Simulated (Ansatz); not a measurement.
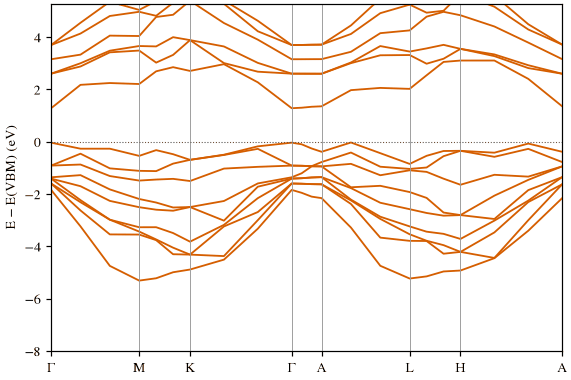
Figure. Band structure from HSE06 in the plane-wave PAW code Ansatz

The gap is 1.28 eV; an edge lies off the plotted path or next to a special point (maximum off the standard path, minimum at Γ).

The material is Bi2Se3 (La2O3 or Ni2Al3 type, P-3m1).

The cell is a constructed one: a structure type filled with these elements; neither database checked (COD, Materials Project) lists it. It is not the phase usual at ambient conditions (space group No. 166). The HSE06 relaxation kept the symmetry of its start; its stability against distortions is not shown here. The hybrid was solved on a coarse mesh, the path and, where they were found, the r²SCAN edge points; its band edges are the extreme levels among these. Scalar-relativistic: spin–orbit coupling is off unless named, which matters more the heavier the elements.

Potentials: the later of the program's two PAW sets.
